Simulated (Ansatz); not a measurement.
# C5H9PSi: what the fields show

The calculation's input:

```
crystal:
  periodic: [false, false, false]
  atoms:
    - {symbol: C, position_ang: [1.262505, -1.690179, 0.695480]}
    - {symbol: C, position_ang: [0.654954, -0.430154, 0.145388]}
    - {symbol: C, position_ang: [-0.661470, -0.101037, 0.182978]}
    - {symbol: C, position_ang: [0.979892, 1.695933, -1.002459]}
    - {symbol: C, position_ang: [1.547562, 0.571733, -0.512195]}
    - {symbol: P, position_ang: [-2.051538, 1.370312, -2.616625]}
    - {symbol: Si, position_ang: [-0.864617, 1.555758, -0.666746]}
    - {symbol: H, position_ang: [0.506913, -2.339756, 1.159626]}
    - {symbol: H, position_ang: [2.033081, -1.457499, 1.451395]}
    - {symbol: H, position_ang: [1.769062, -2.262264, -0.101724]}
    - {symbol: H, position_ang: [-1.407624, -0.758822, 0.635186]}
    - {symbol: H, position_ang: [-1.407314, 2.640905, 0.205655]}
    - {symbol: H, position_ang: [-2.075707, 2.782664, -2.850541]}
    - {symbol: H, position_ang: [-3.321078, 1.381667, -1.954886]}
    - {symbol: H, position_ang: [1.560240, 2.476743, -1.498899]}
    - {symbol: H, position_ang: [2.622908, 0.362622, -0.575836]}
basis:
  gaussian:
    orbitals: def2-SVPD
hamiltonian:
  xc: pbe0
output: {forces: true, orbitals: {seedname: orbitals}}
total_charge: 0
```

Command:

```sh
ansatz run input.yaml --threads 4 --pin off --max-ram 7830MiB --events-out events.jsonl --progress --plain --runs-dir runs
```

Geometry: B3LYP/def2-SVP.

Level of theory: Ansatz, isolated molecule in a Gaussian basis; Kohn-Sham density functional theory, functional PBE0.

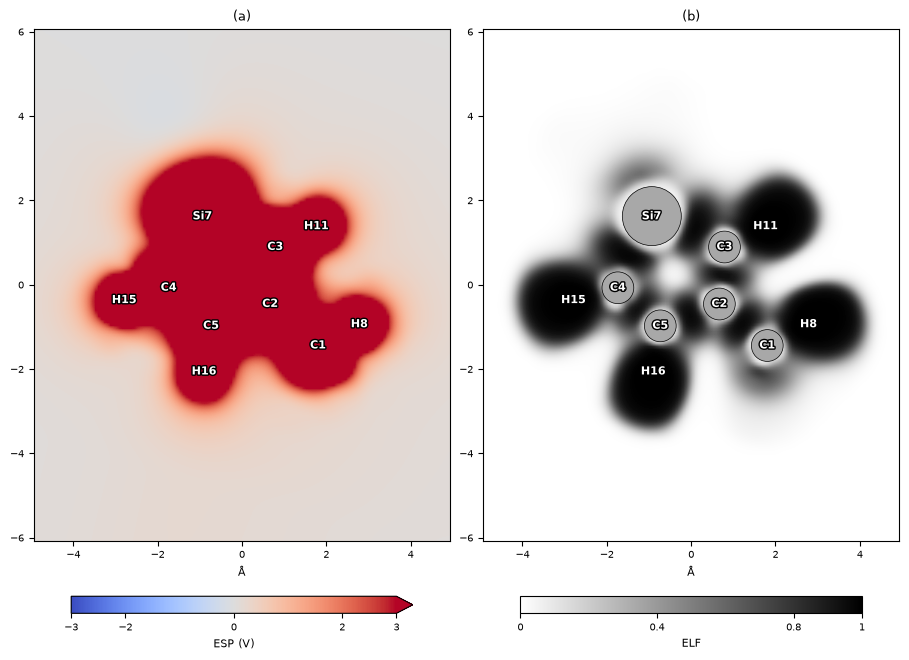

Figure 1. (a) molecular electrostatic potential; (b) ELF on the plane of atoms C2, C5 and C4. Grey discs cover the atomic cores in the ELF map.

Read the bonding off the picture.

Answer.
- The plane passes through C, Si and H nuclei.
- C–C (1.35 Å): the ELF peaks at about 0.90 between the atoms, as expected for a covalent bond.
- C–Si (1.87 Å): the ELF peaks at about 0.95 between the atoms: localised, covalent bonding.
- C–H (1.09 Å): the ELF climbs to about 1 towards the hydrogen, as it does in any bond to H; an ordinary covalent bond to hydrogen.
- C–C (1.49 Å): the ELF peaks at about 0.95 between the atoms (a shared electron pair).
- The potential has no marked negative region in this plane.

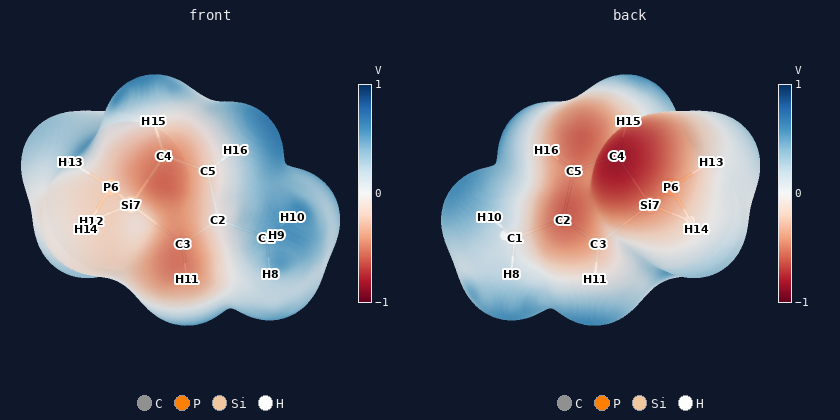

Figure 2. The molecular electrostatic potential painted on the density surface at 0.001 e/bohr³, seen from the front and from behind; the colour scale runs from red (negative) to blue (positive).

Which sites attract a positive test charge, and which a negative one?

Answer. A positive charge is drawn to the negative regions and a negative charge to the positive ones. The most negative region (about −0.8 V, or −18 kcal/mol for a unit charge) lies over P6, the most positive (about +0.7 V, or +16 kcal/mol for a unit charge) over H9, H15 and H16.

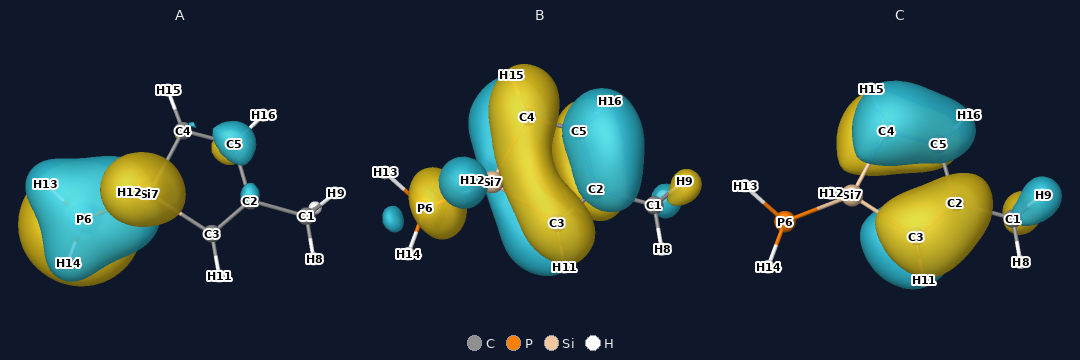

Figure 3. Three frontier orbitals at ±0.08 Å⁻³ᐟ² (yellow and cyan are the two phases), in no order.

Which picture is the HOMO−1, the HOMO and the LUMO?

Answer. A is the HOMO−1 (−7.32 eV). By Hirshfeld shares it lies mainly on P6 (about 70 %) and Si7 (about 15 %); largely a lone pair of P6. C is the HOMO (−6.72 eV). By Hirshfeld shares it lies mainly on C3 (about 30 %), C4 (about 25 %), C2 (about 15 %) and C5 (about 15 %). B is the LUMO (−1.53 eV). It lies mainly on C4 (about 20 %), C5 (about 15 %), C3 (about 15 %), C2 (about 15 %), Si7 (about 10 %) and P6 (about 5 %).

What is the HOMO–LUMO gap?

Answer. 5.19 eV between the orbital energies.
